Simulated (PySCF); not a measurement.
C5H11OS (doublet)

```xyz
18

C    -0.1593    0.0335   -1.7788
C    -0.0797    0.2202   -0.3147
C    -0.3575    1.6758    0.0680
C    -1.1366   -0.6837    0.3811
O    -0.9001   -2.0284    0.0377
C     1.3150   -0.2176    0.1518
S     1.5694    0.0584    1.9504
H    -0.7699    0.6842   -2.3729
H     0.2590   -0.8434   -2.2308
H    -0.3156    1.8019    1.1476
H    -1.3424    1.9780   -0.2790
H     0.3867    2.3260   -0.3852
H    -2.1375   -0.3689    0.0546
H    -1.0579   -0.5376    1.4673
H    -1.5371   -2.5816    0.4997
H     2.0806    0.3515   -0.3757
H     1.4389   -1.2825   -0.0365
H     2.7353   -0.5794    2.0038
```

Geometry: GFN2-xTB.

The calculation used UKS B3LYP, pcH-1 on C H O S, non-relativistic, mean-field spin-orbit, GIAO (PySCF).

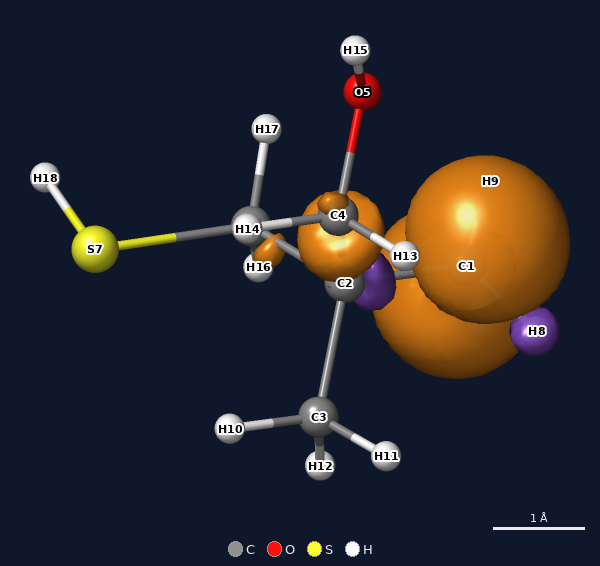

Figure 1. Isosurfaces of the spin density at +0.03 (orange) and −0.03 e/Å³ (purple), seen at a tilt.

> Describe the spin distribution.

The unpaired spin (1 electron) lies mostly on C1 (about 0.7), in electrons by Hirshfeld's partition.

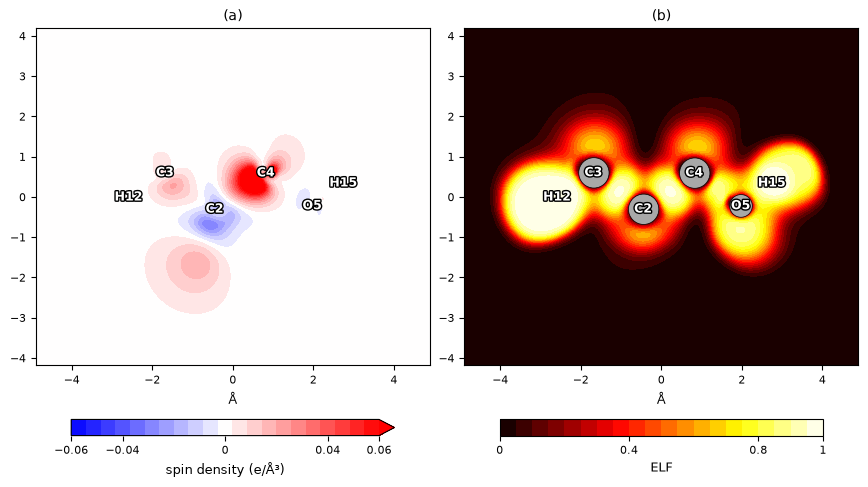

Figure 2. (a) spin density; (b) electron localisation function on the plane of atoms C2, C4 and O5. Grey discs cover the atomic cores in the ELF map.

> What do the fields say about this system?

Atoms in the plane: C, O and H.
C–O (1.41 Å): the ELF peaks at about 0.90 between the atoms: a polar covalent bond.
O–H (0.96 Å): the ELF climbs to about 1 towards the hydrogen, as it does in any bond to H (a covalent bond by its length).
C–C (1.53 Å): the ELF peaks at about 0.95 between the atoms (a shared electron pair).
C–H (1.09 Å): the ELF climbs to about 1 towards the hydrogen; a covalent bond by its length.
The ELF also peaks beside O5, away from the bonds: non-bonding electrons, paired or unpaired.

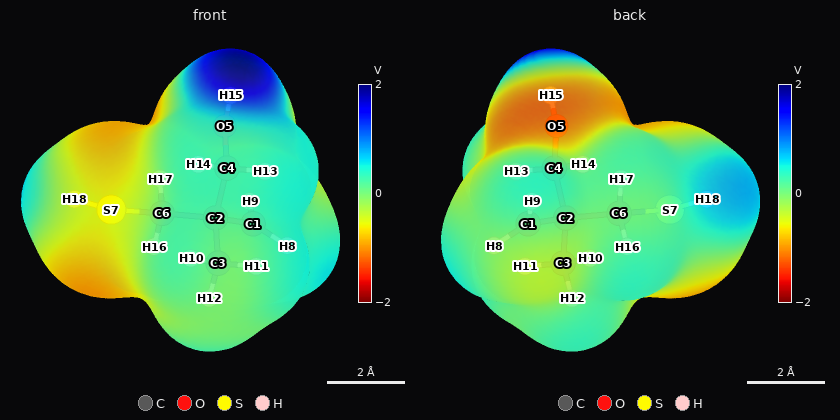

Figure 3. The electrostatic potential painted on the density surface at 0.001 e/bohr³, seen from the front and from behind; the colour scale runs from red (negative) to blue (positive).

> Which sites attract a positive test charge, and which a negative one?

A positive charge is drawn to the negative regions and a negative charge to the positive ones. The most negative region (about −1.2 V, or −28 kcal/mol for a unit charge) lies over O5, the most positive (about +1.9 V, or +44 kcal/mol for a unit charge) over H15. O5 is the likeliest acceptor of a hydrogen bond.

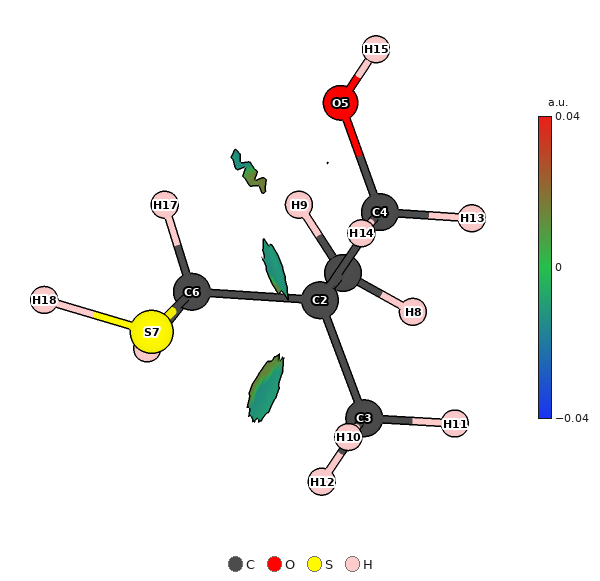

Figure 4. Non-covalent interaction (NCI) plot: the surface where the reduced density gradient is 0.4, for densities under 0.05 a.u., coloured by sign(λ₂)ρ; seen at a tilt.

> Identify the weak interactions.

- Between H14 and C4 on one side and S7 and C6 on the other: a weak contact, attractive (blue-green) on one side and crowded (olive to red) on the other
- Between H17 and C6 on one side and O5 and C4 on the other: a weak contact, attractive (blue-green) on one side and crowded (olive to red) on the other
- Between H10 and C3 on one side and S7 on the other: a weak contact, attractive (blue-green) on one side and crowded (olive to red) on the other
